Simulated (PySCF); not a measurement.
H₃F₃O₃Si₂, SMILES O[Si](O)(O)[Si](F)(F)F at its CAM-B3LYP/def2-SVP optimised geometry (Å):

```
11

Si    -0.6550     0.6448     0.0000
F     -2.2266     0.7538     0.3238
F      0.0991     1.5495     1.0951
F     -0.4309     1.3700    -1.4179
Si     0.0998    -1.5495     0.0000
O     -0.4577    -2.3095     1.3433
O      1.7409    -1.5495     0.0000
O     -0.4570    -2.3115    -1.3426
H     -1.3556    -2.6568     1.3680
H      2.2266    -1.4090     0.8196
H     -0.0108    -2.1935    -2.1878
```

Computed with CAM-B3LYP/def2-TZVP in PySCF. Cells within 0.4 Å of a nucleus heavier than hydrogen are left out (blank, or x).

Map of the Laplacian of the electron density (e/bohr⁵), clipped to [-1.50, 1.50] on the plane z = 0.0 Å:

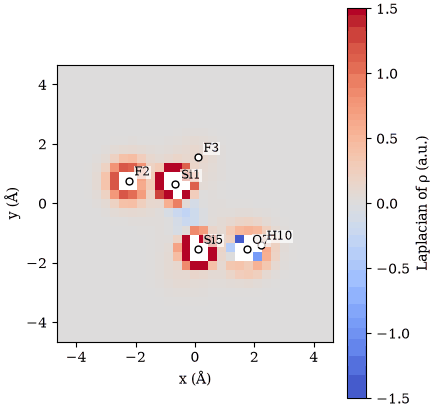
Laplacian of the electron density (e/bohr⁵), clipped to [-1.50, 1.50] on the plane z = 0.0 Å.
